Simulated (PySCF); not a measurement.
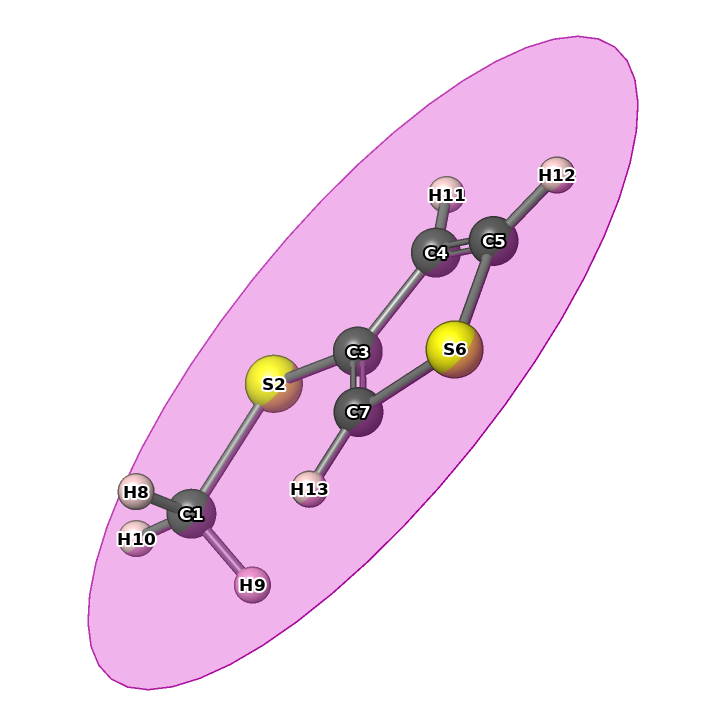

A disc through the centre of mass is drawn in. Depth is shown by fading: the farther an atom, the more it takes the colour of the background. The geometry was computed by an optimisation with GFN2-xTB. No frequency run is at hand to confirm it as a minimum.

> Is the plane of the disc a mirror plane of the structure?

Yes. The reflection leaves C1, S2, C3, C4, C5, S6, C7, H10, H11, H12, H13 in place and moves H8 ↔ H9. The point group is Cs.
